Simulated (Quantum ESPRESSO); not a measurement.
# Ca2Si (Fm-3m): zone-centre phonons, part 2 of 4

Aim: the zone-centre modes of Ca2Si (Fm-3m).

Quantum ESPRESSO 7.5; DFT LDA, scalar-relativistic, plane waves, PseudoDojo norm-conserving pseudopotentials.

So far. Step 2 (A first look): A gap of 0.50 eV opens on this mesh, so the crystal is taken as an insulator; the start stands at -2.7 GPa. Step 4 (Self-consistent run for the response): The cell stands at -0.001 GPa, close enough for phonons.

**5. Zone-centre response**

At q = 0 one unit cell holds all displacements; symmetry groups them into irreducible representations that are solved one by one. The response to a field gives ε∞ and the Born charges, which polar modes need.

File ph.in:

```
phonons
 &inputph
    prefix='x',
    outdir='./tmp',
    fildyn='g.dyn',
    tr2_ph=1.0d-18,
    epsil=.true.,
 /
0.000000000000 0.000000000000 0.000000000000
```

On the command line:

```sh
> OMP_NUM_THREADS=1 mpirun -n 4 ph.x -nk 4 -in ph.in > ph.out
```

What it wrote:

```text
[banners, grids, parts of the stress and lines that vanish by symmetry left out]
[banner, memory and clock lines left out]
Program PHONON v.7.5

     ./tmp/x.save/

     IMPORTANT: XC functional enforced from input :
     Exchange-correlation= PW
                           (   1   4   0   0   0   0   0)
     Any further DFT definition will be discarded
     Please, verify this is what you really want

     G-vector sticks info

     Reading collected, re-writing distributed wavefunctions in ./tmp/

     Number and degeneracy of irreps per q-point
       N         xq(1)         xq(2)         xq(3)   N irreps
       1   0.000000000   0.000000000   0.000000000       3
        3   3   3

     Calculation of q =    0.0000000   0.0000000   0.0000000

     phonons

     bravais-lattice index     =            2
     lattice parameter (alat)  =      13.2262  a.u.
     unit-cell volume          =     578.4238 (a.u.)^3
     number of atoms/cell      =            3
     number of atomic types    =            2
     kinetic-energy cut-off    =      79.0000  Ry
     charge density cut-off    =     316.0000  Ry
     convergence threshold     =      1.0E-18
     beta                      =       0.7000
     number of iterations used =            4
     Exchange-correlation= PW
                           (   1   4   0   0   0   0   0)

     celldm(1)=   13.22621  celldm(2)=    0.00000  celldm(3)=    0.00000
     celldm(4)=    0.00000  celldm(5)=    0.00000  celldm(6)=    0.00000

     crystal axes: (cart. coord. in units of alat)
               a(1) = ( -0.5000  0.0000  0.5000 )
               a(2) = (  0.0000  0.5000  0.5000 )
               a(3) = ( -0.5000  0.5000  0.0000 )

     reciprocal axes: (cart. coord. in units 2 pi/alat)
               b(1) = ( -1.0000 -1.0000  1.0000 )
               b(2) = (  1.0000  1.0000  1.0000 )
               b(3) = ( -1.0000  1.0000 -1.0000 )

     Atoms inside the unit cell:

     Cartesian axes

     site n.  atom      mass           positions (alat units)
        1  Ca     40.0780   tau(    1) = (   -0.25000    0.25000    0.25000  )
        2  Ca     40.0780   tau(    2) = (   -0.75000    0.75000    0.75000  )
        3  Si     28.0850   tau(    3) = (    0.00000    0.00000    0.00000  )

     Computing dynamical matrix for
                    q = (   0.0000000   0.0000000   0.0000000 )

     49 Sym.Ops. (with q -> -q+G )

     G cutoff = 1400.2259  (  55009 G-vectors)     FFT grid: ( 54, 54, 54)
     number of k points=    29
                       cart. coord. in units 2pi/alat
        k(    1) = (   0.0000000   0.0000000   0.0000000), wk =   0.0039062
        k(    2) = (  -0.1250000   0.1250000  -0.1250000), wk =   0.0312500
        k(    3) = (  -0.2500000   0.2500000  -0.2500000), wk =   0.0312500
        [... further k-points left out ...]

     PseudoPot. # 1 for Ca read from file:
     ./pseudo/Ca.upf
     Pseudo is Norm-conserving + core correction, Zval = 10.0
     Using radial grid of 1724 points,  6 beta functions with:
                l(1) =   0
                l(2) =   0
                l(3) =   1
                l(4) =   1
                l(5) =   2
                l(6) =   2

     PseudoPot. # 2 for Si read from file:
     ./pseudo/Si.upf
     Pseudo is Norm-conserving + core correction, Zval =  4.0
     Using radial grid of 1510 points,  6 beta functions with:
                l(1) =   0
                l(2) =   0
                l(3) =   1
                l(4) =   1
                l(5) =   2
                l(6) =   2

     Mode symmetry, O_h (m-3m)  point group:

     Electric field:
     Dielectric constant
     Born effective charges as d Force / d E

     Atomic displacements:
     There are    3 irreducible representations

     Representation     1      3 modes -  To be done

     Representation     2      3 modes -  To be done

     Representation     3      3 modes -  To be done

     Alpha used in Ewald sum =   2.8000

     Electric Fields Calculation

      iter #   1   av.it.:   8.5
      thresh= 1.000E-02 alpha_mix =  0.700 |ddv_scf|^2 =  5.014E-07

      iter #   2   av.it.:  15.7
      thresh= 7.081E-05 alpha_mix =  0.700 |ddv_scf|^2 =  1.530E-07

      iter #   3   av.it.:  15.2
      thresh= 3.912E-05 alpha_mix =  0.700 |ddv_scf|^2 =  3.231E-10

      iter #   4   av.it.:  16.3
      thresh= 1.798E-06 alpha_mix =  0.700 |ddv_scf|^2 =  2.105E-11

      iter #   5   av.it.:  16.4
      thresh= 4.588E-07 alpha_mix =  0.700 |ddv_scf|^2 =  7.672E-13

      iter #   6   av.it.:  16.2
      thresh= 8.759E-08 alpha_mix =  0.700 |ddv_scf|^2 =  9.663E-15

      iter #   7   av.it.:  16.2
      thresh= 9.830E-09 alpha_mix =  0.700 |ddv_scf|^2 =  1.110E-16

      iter #   8   av.it.:  16.5
      thresh= 1.054E-09 alpha_mix =  0.700 |ddv_scf|^2 =  5.793E-19

     End of electric fields calculation

          Dielectric constant in cartesian axis

          (      15.280397779       0.000000000       0.000000000 )
          (       0.000000000      15.280397779       0.000000000 )
          (       0.000000000       0.000000000      15.280397779 )

          Effective charges (d Force / dE) in cartesian axis without acoustic sum rule applied (asr)

           atom    1  Ca    Mean Z*:        1.97221
      Ex  (        1.97221        0.00000        0.00000 )
      Ey  (        0.00000        1.97221       -0.00000 )
      Ez  (        0.00000       -0.00000        1.97221 )
           atom    2  Ca    Mean Z*:        1.97221
      Ex  (        1.97221        0.00000        0.00000 )
      Ey  (        0.00000        1.97221       -0.00000 )
      Ez  (        0.00000       -0.00000        1.97221 )
           atom    3  Si    Mean Z*:       -3.96568
      Ex  (       -3.96568       -0.00000        0.00000 )
      Ey  (       -0.00000       -3.96568        0.00000 )
      Ez  (        0.00000        0.00000       -3.96568 )

          Effective charges Sum: Mean:       -0.02126
             -0.02126       -0.00000        0.00000
              0.00000       -0.02126       -0.00000
              0.00000       -0.00000       -0.02126

          Effective charges (d Force / dE) in cartesian axis with asr applied:
           atom    1  Ca    Mean Z*:        1.97930
      E*x (        1.97930        0.00000        0.00000 )
      E*y (        0.00000        1.97930       -0.00000 )
      E*z (        0.00000       -0.00000        1.97930 )
           atom    2  Ca    Mean Z*:        1.97930
      E*x (        1.97930        0.00000       -0.00000 )
      E*y (        0.00000        1.97930       -0.00000 )
      E*z (        0.00000       -0.00000        1.97930 )
           atom    3  Si    Mean Z*:       -3.95859
      E*x (       -3.95859       -0.00000       -0.00000 )
      E*y (       -0.00000       -3.95859        0.00000 )
      E*z (       -0.00000        0.00000       -3.95859 )

     Representation #   1 modes #   1   2   3

     Self-consistent Calculation

      iter #   1   av.it.:   9.0
      thresh= 1.000E-02 alpha_mix =  0.700 |ddv_scf|^2 =  5.415E-07

      iter #   2   av.it.:  16.4
      thresh= 7.359E-05 alpha_mix =  0.700 |ddv_scf|^2 =  1.510E-07

      iter #   3   av.it.:  15.9
      thresh= 3.886E-05 alpha_mix =  0.700 |ddv_scf|^2 =  1.561E-10

      iter #   4   av.it.:  16.2
      thresh= 1.250E-06 alpha_mix =  0.700 |ddv_scf|^2 =  4.597E-12

      iter #   5   av.it.:  16.0
      thresh= 2.144E-07 alpha_mix =  0.700 |ddv_scf|^2 =  1.974E-14

      iter #   6   av.it.:  16.4
      thresh= 1.405E-08 alpha_mix =  0.700 |ddv_scf|^2 =  8.249E-17

[...]
End of self-consistent calculation

     Convergence has been achieved

     Representation #   2 modes #   4   5   6

     Self-consistent Calculation

[...]
End of self-consistent calculation

     Convergence has been achieved

     Representation #   3 modes #   7   8   9

     Self-consistent Calculation

[...]
iter #   2   av.it.:  16.7
      thresh= 5.279E-05 alpha_mix =  0.700 |ddv_scf|^2 =  6.029E-08

      iter #   3   av.it.:  16.6
      thresh= 2.455E-05 alpha_mix =  0.700 |ddv_scf|^2 =  7.831E-10

      iter #   4   av.it.:  16.0
      thresh= 2.798E-06 alpha_mix =  0.700 |ddv_scf|^2 =  3.158E-11

      iter #   5   av.it.:  16.7
      thresh= 5.619E-07 alpha_mix =  0.700 |ddv_scf|^2 =  4.202E-13

      iter #   6   av.it.:  16.4
      thresh= 6.482E-08 alpha_mix =  0.700 |ddv_scf|^2 =  2.860E-15

      iter #   7   av.it.:  16.6
      thresh= 5.348E-09 alpha_mix =  0.700 |ddv_scf|^2 =  2.099E-17

      iter #   8   av.it.:  16.6
      thresh= 4.582E-10 alpha_mix =  0.700 |ddv_scf|^2 =  5.787E-19

     End of self-consistent calculation

     Convergence has been achieved

     Number of q in the star =    1
     List of q in the star:
          1   0.000000000   0.000000000   0.000000000

          Dielectric constant in cartesian axis

          (      15.280397779       0.000000000       0.000000000 )
          (       0.000000000      15.280397779       0.000000000 )
          (       0.000000000       0.000000000      15.280397779 )

          Effective charges (d Force / dE) in cartesian axis without acoustic sum rule applied (asr)

           atom    1  Ca    Mean Z*:        1.97221
      Ex  (        1.97221        0.00000        0.00000 )
      Ey  (        0.00000        1.97221       -0.00000 )
      Ez  (        0.00000       -0.00000        1.97221 )
           atom    2  Ca    Mean Z*:        1.97221
      Ex  (        1.97221        0.00000        0.00000 )
      Ey  (        0.00000        1.97221       -0.00000 )
      Ez  (        0.00000       -0.00000        1.97221 )
           atom    3  Si    Mean Z*:       -3.96568
      Ex  (       -3.96568       -0.00000        0.00000 )
      Ey  (       -0.00000       -3.96568        0.00000 )
      Ez  (        0.00000        0.00000       -3.96568 )

          Effective charges Sum: Mean:       -0.02126
             -0.02126       -0.00000        0.00000
              0.00000       -0.02126       -0.00000
              0.00000       -0.00000       -0.02126

          Effective charges (d Force / dE) in cartesian axis with asr applied:
           atom    1  Ca    Mean Z*:        1.97930
      E*x (        1.97930        0.00000        0.00000 )
      E*y (        0.00000        1.97930       -0.00000 )
      E*z (        0.00000       -0.00000        1.97930 )
           atom    2  Ca    Mean Z*:        1.97930
      E*x (        1.97930        0.00000       -0.00000 )
      E*y (        0.00000        1.97930       -0.00000 )
      E*z (        0.00000       -0.00000        1.97930 )
           atom    3  Si    Mean Z*:       -3.95859
      E*x (       -3.95859       -0.00000       -0.00000 )
      E*y (       -0.00000       -3.95859        0.00000 )
      E*z (       -0.00000        0.00000       -3.95859 )

     Diagonalizing the dynamical matrix

     q = (    0.000000000   0.000000000   0.000000000 )

 **************************************************************************
     freq (    1) =      -0.057778 [THz] =      -1.927252 [cm-1]
     freq (    2) =      -0.057778 [THz] =      -1.927252 [cm-1]
     freq (    3) =      -0.057778 [THz] =      -1.927252 [cm-1]
     freq (    4) =       5.858292 [THz] =     195.411571 [cm-1]
     freq (    5) =       5.858292 [THz] =     195.411571 [cm-1]
     freq (    6) =       5.858292 [THz] =     195.411571 [cm-1]
     freq (    7) =       6.847292 [THz] =     228.401084 [cm-1]
     freq (    8) =       6.847292 [THz] =     228.401084 [cm-1]
     freq (    9) =       6.847292 [THz] =     228.401084 [cm-1]
 **************************************************************************

     Mode symmetry, O_h (m-3m)  point group:

     freq (   1-   3) =         -1.9  [cm-1]   --> T_1u G_15  G_4- I
     freq (   4-   6) =        195.4  [cm-1]   --> T_2g G_25' G_5+ R
     freq (   7-   9) =        228.4  [cm-1]   --> T_1u G_15  G_4- I
```

The job ended after 9.4 min (4 MPI ranks of Arm Neoverse V2, shared host).

Read from the output:

```yaml
miss_of_the_charge_sum_rule: 0.02126 e
largest_acoustic_frequency_at_the_zone_centre_before_the_sum_rule: -1.93 cm⁻¹
highest_optical_zone_centre_mode_no_lo_to_term: 228.4 cm⁻¹
lowest_optical_zone_centre_mode: 195.4 cm⁻¹
mean_high_frequency_dielectric_constant: 15.28
largest_born_charge_in_size_third_of_the_trace: 3.966 e
```

Born charge (rows field, columns displacement), before the sum rule (e), principal values of the symmetric part by kind of site:

| atom | atoms with these values | low | middle | high | mean |
| --- | --- | --- | --- | --- | --- |
| Ca1 | 2 | 1.97 | 1.97 | 1.97 | 1.97 |
| Si3 | 1 | -3.97 | -3.97 | -3.97 | -3.97 |

In full for Si3:

```
-3.97  0.00  0.00
 0.00 -3.97  0.00
 0.00  0.00 -3.97
```

High-frequency dielectric tensor:

```
15.28  0.00  0.00
 0.00 15.28  0.00
 0.00  0.00 15.28
```

The acoustic modes at Γ come out as far as 1.9 cm⁻¹ from zero, where they should vanish, a small numerical error; the Born charges miss their sum rule by 0.021 e, which is fair.

**6. Modes with the sum rule**

A rigid shift of the crystal must cost nothing, but grids and finite bases break this; the acoustic sum rule is imposed before the matrix is diagonalised again. With Born charges the intensities follow, and the static dielectric tensor.

File dynmat.in:

```
 &input
    fildyn='g.dyn',
    asr='simple',
    fileig='dynmat.eig',
    lperm=.true.,
 /
```

On the command line:

```sh
> dynmat.x -in dynmat.in > dynmat.out
```

What it wrote:

```text
[banner, memory and clock lines left out]
Program DYNMAT v.7.5

     Reading Dynamical Matrix from file g.dyn
     ...Force constants read
     ...epsilon and Z* read
     A direction for q was not specified:TO-LO splitting will be absent

     Polarizability (A^3 units)
     multiply by 0.173607 for Clausius-Mossotti correction
        97.404713    0.000000    0.000000
         0.000000   97.404713    0.000000
         0.000000    0.000000   97.404713

     IR activities are in (D/A)^2/amu units

# mode   [cm-1]    [THz]      IR
    1     -0.00   -0.0000    0.0000
    2     -0.00   -0.0000    0.0000
    3      0.00    0.0000    0.0000
    4    195.43    5.8588    0.0000
    5    195.43    5.8588    0.0000
    6    195.43    5.8588    0.0000
    7    228.40    6.8471   17.3833
    8    228.40    6.8471   17.3833
    9    228.40    6.8471   17.3833

Electronic dielectric permittivity tensor (relative, adimensional)
        15.280398    0.000000    0.000000
         0.000000   15.280398    0.000000
         0.000000    0.000000   15.280398

 ... with zone-center polar mode contributions
        23.572442   -0.000000    0.000000
        -0.000000   23.572442    0.000000
         0.000000    0.000000   23.572442

[end of the log left out, with the tail of the file of modes that dynmat.x writes under the same name]
```

Wall time 0.47 s (1 thread).

Read from the output:

* mean static dielectric constant: 23.57

Unit eigenvectors of the mass-weighted matrix after the sum rule; no LO-TO term. The modes at Γ (shares of kinetic energy by element, %):

| mode | frequency (cm⁻¹) | symmetry | Ca % | Si % |
| --- | --- | --- | --- | --- |
| 1 | 0.0 | acoustic | 74 | 26 |
| 2 | 0.0 | acoustic | 74 | 26 |
| 3 | 0.0 | acoustic | 74 | 26 |
| 4 | 195.4 | T2g | 100 | 0 |
| 5 | 195.4 | T2g | 100 | 0 |
| 6 | 195.4 | T2g | 100 | 0 |
| 7 | 228.4 | T1u | 26 | 74 |
| 8 | 228.4 | T1u | 26 | 74 |
| 9 | 228.4 | T1u | 26 | 74 |

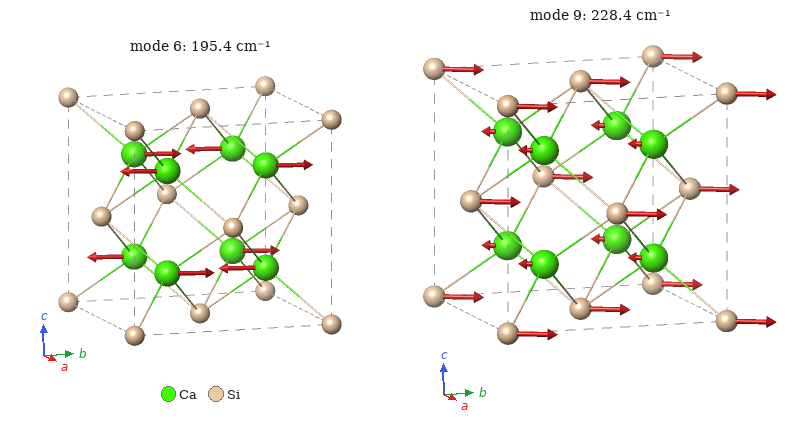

Displacement patterns of modes 6 and 9 at Γ; arrows are exaggerated. Some periodic images of atoms are drawn too.

Degenerate modes summed, no LO-TO term. Lines of the infrared spectrum (strongest = 100):

| position (cm⁻¹) | lines merged | label | IR intensity, relative |
| --- | --- | --- | --- |
| 195 | 3 | T2g | 0.0 |
| 228 | 3 | T1u | 100 |

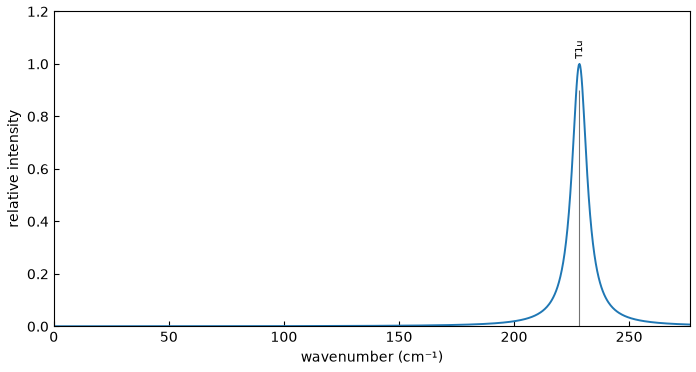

The infrared spectrum, broadened with Lorentzians of width 8 cm⁻¹; bars mark the lines.

Static dielectric tensor (ions relaxed, fixed cell):

```
23.57  0.00  0.00
 0.00 23.57  0.00
 0.00  0.00 23.57
```

The rule moves no optical mode by more than 0.1 cm⁻¹.

**7. Modes along a direction of q (1 0 0)**

A longitudinal polar mode sets up a macroscopic field that stiffens it; the term hangs on the direction from which q goes to zero.

File dynmat.in:

```
 &input
    fildyn='g.dyn',
    asr='simple',
    fileig='dynmat.eig',
    q(1)=1.0,
    q(2)=0.0,
    q(3)=0.0,
 /
```

On the command line:

```sh
> dynmat.x -in dynmat.in > dynmat.out
```

What it wrote:

```text
[banner, memory and clock lines left out]
Program DYNMAT v.7.5

     Reading Dynamical Matrix from file g.dyn
     ...Force constants read
     ...epsilon and Z* read

     Polarizability (A^3 units)
     multiply by 0.173607 for Clausius-Mossotti correction
        97.404713    0.000000    0.000000
         0.000000   97.404713    0.000000
         0.000000    0.000000   97.404713

     IR activities are in (D/A)^2/amu units

# mode   [cm-1]    [THz]      IR
    1     -0.00   -0.0000    0.0000
    2      0.00    0.0000    0.0000
    3      0.00    0.0000    0.0000
    4    195.43    5.8588    0.0000
    5    195.43    5.8588    0.0000
    6    195.43    5.8588    0.0000
    7    228.40    6.8471   17.3833
    8    228.40    6.8471   17.3833
    9    283.68    8.5044   17.3833

[end of the log left out, with the tail of the file of modes that dynmat.x writes under the same name]
```

The job ended after 0.47 s (1 thread).

Numbers from this step:

```yaml
highest_mode_moved_by_the_lo_to_term: 283.7 cm⁻¹
```

Zone-centre frequencies as printed; negative means imaginary. Modes:

| mode | frequency (cm⁻¹) |
| --- | --- |
| 1 | 0 |
| 2 | 0 |
| 3 | 0 |
| 4 | 195.4 |
| 5 | 195.4 |
| 6 | 195.4 |
| 7 | 228.4 |
| 8 | 228.4 |
| 9 | 283.7 |

The field moves one mode, from 228 to 284 cm⁻¹; the others stay.

**8. Ground state, volume × 0.94**

Bonds stiffen under compression, so frequencies follow the volume; the atoms are not relaxed anew.

File scf.in:

```
 &control
    calculation='scf',
    prefix='x',
    outdir='./tmp',
    pseudo_dir='./pseudo',
    tprnfor=.true.,
    tstress=.true.,
 /
 &system
    ibrav=2,
    celldm(1)=12.95621046,
    nat=3,
    ntyp=2,
    ecutwfc=79.0,
    occupations='fixed',
    nbnd=14,
 /
 &electrons
    conv_thr=1.0d-12,
    mixing_beta=0.7,
    electron_maxstep=100,
 /
ATOMIC_SPECIES
 Ca     40.0780  Ca.upf
 Si     28.0850  Si.upf
ATOMIC_POSITIONS crystal
 Ca     0.250000000   0.250000000   0.250000000
 Ca     0.750000000   0.750000000   0.750000000
 Si     0.000000000   0.000000000   0.000000000
K_POINTS automatic
 8 8 8 0 0 0
```

On the command line:

```sh
> OMP_NUM_THREADS=1 mpirun -n 4 pw.x -nk 4 -in scf.in > scf.out
```

What it wrote:

```text
[banners, grids, parts of the stress and lines that vanish by symmetry left out]
[banner, memory and clock lines left out]
Program PWSCF v.7.5

[...]
kinetic-energy cutoff     =      79.0000  Ry
     charge density cutoff     =     316.0000  Ry
     scf convergence threshold =      1.0E-12
[...]
Exchange-correlation= SLA  PW   NOGX NOGC
                           (   1   4   0   0   0   0   0)
[...]
48 Sym. Ops., with inversion, found
[...]
number of k points=    29
[...]
c_bands:  1 eigenvalues not converged
[...]
End of self-consistent calculation
[...]
highest occupied, lowest unoccupied level (ev):     6.1161    6.4091
!    total energy              =    -163.32575537 Ry
[...]
convergence has been achieved in  17 iterations
[...]
atom    1 type  1   force =     0.00000000    0.00000000   -0.00000000
     atom    2 type  1   force =     0.00000000    0.00000000    0.00000000
     atom    3 type  2   force =     0.00000000    0.00000000    0.00000000
     Total force =     0.000000     Total SCF correction =     0.000000
[...]
total   stress  (Ry/bohr**3)                   (kbar)     P=       29.15
[...]
XML data file, charge density, pseudopotentials, collected wavefunctions
```

Elapsed: 25 s, on 4 MPI ranks; 1.7 min of CPU time.

Numbers from this step:

* volume per atom: 26.86 Å³
* pressure: 2.915 GPa
* gap on the k-mesh: 0.2930 eV

(Continued in part 3 of 4.)

[Host names and launcher messages were left out of these logs when they were recorded.]

[Logs are printed without paths, hosts, clocks, repeated set-up lines and the standing remarks that a program may print on its own settings, such as how far it seeks lower states.]

[Hosts, paths, dates, database ids (printed as entryN), source tags and the programs' standing remarks are cut or masked in the printed files.]
